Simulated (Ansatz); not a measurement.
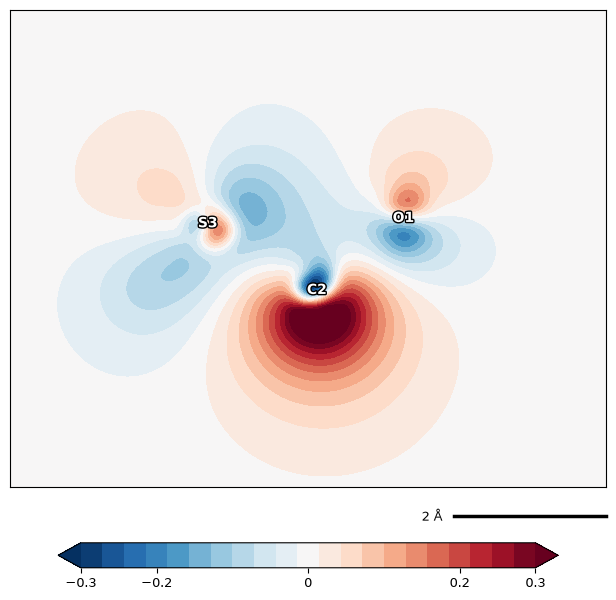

Figure 1: CH5OS (charge +1). One frontier orbital on the plane of atoms O1, C2 and S3 (values in Å⁻³ᐟ²; the overall sign is arbitrary).

Geometry: PBE0-D4/def2-TZVP.

Level of theory: Ansatz, RKS PBE0-D4/def2-TZVPP.

Input file:

```
crystal:
  periodic: [false, false, false]
  atoms:
    - {symbol: O, position_ang: [-1.482768, 0.291942, -0.529849]}
    - {symbol: C, position_ang: [-0.269613, 0.246067, 0.320089]}
    - {symbol: S, position_ang: [0.520245, -1.214001, 0.059380]}
    - {symbol: H, position_ang: [-1.458374, 0.834502, -1.338267]}
    - {symbol: H, position_ang: [0.238678, 1.198867, 0.321984]}
    - {symbol: H, position_ang: [-2.279779, 0.475896, -0.006348]}
    - {symbol: H, position_ang: [1.709412, -1.097052, -0.614303]}
    - {symbol: H, position_ang: [1.106851, -1.446386, 1.253038]}
basis:
  gaussian: {orbitals: def2-TZVPP}
total_charge: 1
hamiltonian: {xc: pbe0, dispersion: d4}
output: {orbitals: {seedname: orbitals}}
```

Run with:

```sh
ansatz run in.yaml --threads 2 --pin off --events-out ev --progress --plain --max-ram 4352MiB
```

Which orbital is it: HOMO or LUMO?

Answer. The HOMO, at −11.58 eV. It lies mainly on C2 (about 60 %), S3 (about 15 %) and H7 (about 5 %).
